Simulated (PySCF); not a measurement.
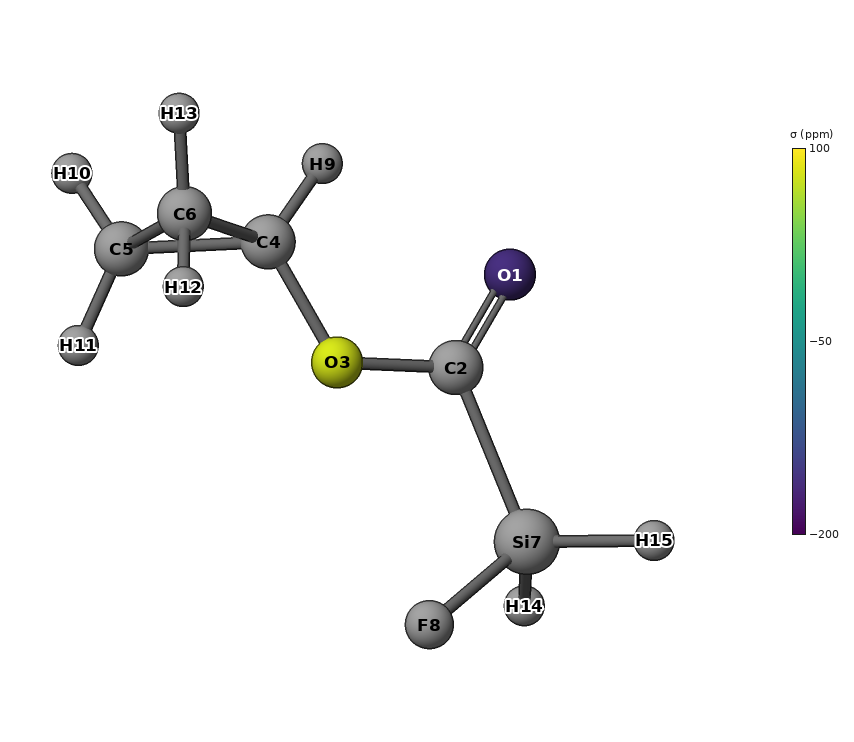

Atoms are coloured by their isotropic NMR shieldings (O only, the others grey). The computed structure is the end point of a GFN2-xTB optimisation. No frequency run is at hand to confirm it as a minimum. Properties computed with GIAO PBE0/pcSseg-1 NMR shielding, non-relativistic, gas phase (PySCF 2.14.0).

Give the isotropic NMR shieldings of the O atoms atom by atom.

| atom | σ (ppm) |
| --- | --- |
| O1 | −159.4 |
| O3 | 79.4 |

The geometry is semi-empirical. Around Si such bond lengths and angles can be off by a tenth of an ångström or more and by several degrees, and values that hang on the shape move with them.
